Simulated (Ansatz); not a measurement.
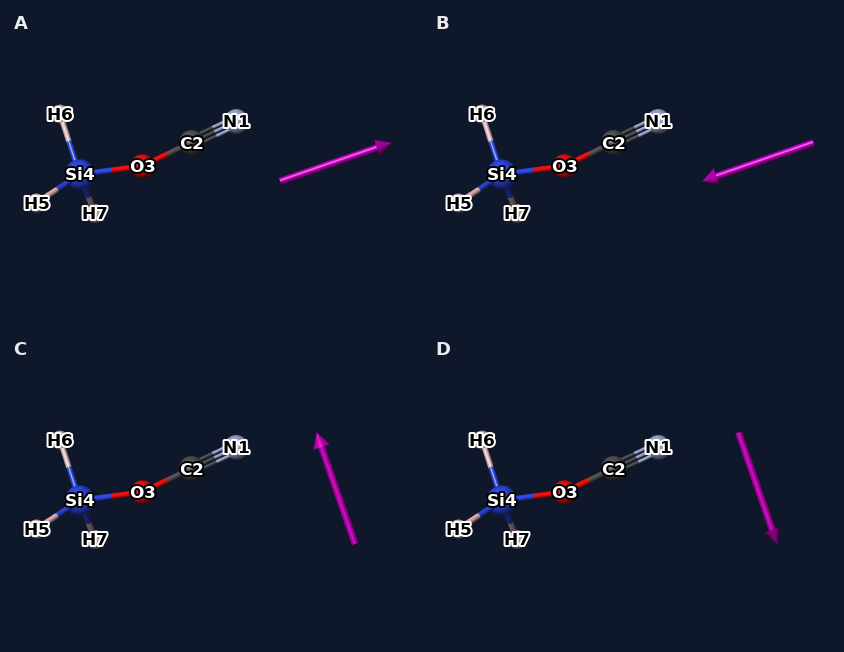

The same molecule four times, each with an arrow. Computed geometry: PBE0-D4/def2-TZVP optimisation. Method: RKS ωB97M-V/def2-TZVPP (Ansatz 0.2.0).

**Which arrow points along the dipole moment, from the negative to the positive end?**

B. The dipole moment is 4.65 D; it points from the side of N1 to the side of H5 (the outermost atoms at the two ends).
